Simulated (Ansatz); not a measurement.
```yaml
atoms:
  - { symbol: Si, position_ang: [-0.1189, -0.7350, -0.6958] }
  - { symbol: H, position_ang: [1.0467, 0.3129, 3.4358] }
  - { symbol: H, position_ang: [0.8347, 0.3270, -1.0989] }
  - { symbol: H, position_ang: [-1.4516, -0.2097, -0.3116] }
  - { symbol: Cl, position_ang: [-0.4184, -1.9386, -2.3860] }
  - { symbol: N, position_ang: [0.5430, -1.5577, 0.6650] }
  - { symbol: H, position_ang: [-0.0276, -2.2187, 1.1852] }
  - { symbol: H, position_ang: [1.5146, -1.8561, 0.6543] }
  - { symbol: H, position_ang: [0.9137, -0.0615, 2.7844] }
```

These are results of Ansatz 0.2.0, RKS B3LYP-D4/def2-SVP, not measurements.

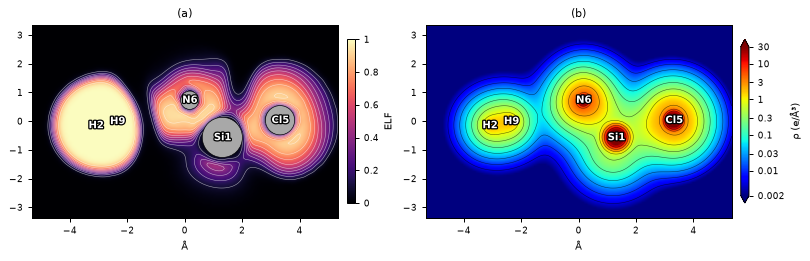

ClH4NSi···H2. (a) ELF; (b) electron density on the plane of atoms Cl5, Si1 and N6. Grey discs cover the atomic cores in the ELF map.

Read the bonding off the picture.

The plane passes through Si, H, Cl and N nuclei. N6···H9 (2.62 Å): the density falls to about 0.06 e/Å³ on the way; the ELF dips to about 0.05 between them; a non-bonded, intermolecular contact. Si–N (1.72 Å): ρ at the midpoint is about 1.1 e/Å³; the ELF peaks at about 0.90 between the atoms, as expected for a polar covalent bond. Si–Cl (2.10 Å): the density is about 0.8 e/Å³ at the midpoint; the ELF peaks at about 0.90 between the atoms, as expected for a shared but strongly polarised pair. H–H (0.76 Å): ρ is about 1.7 e/Å³ halfway; the ELF peaks at about 1 between the atoms. The ELF also peaks beside Cl5 and N6, away from the bonds: lone-pair regions.
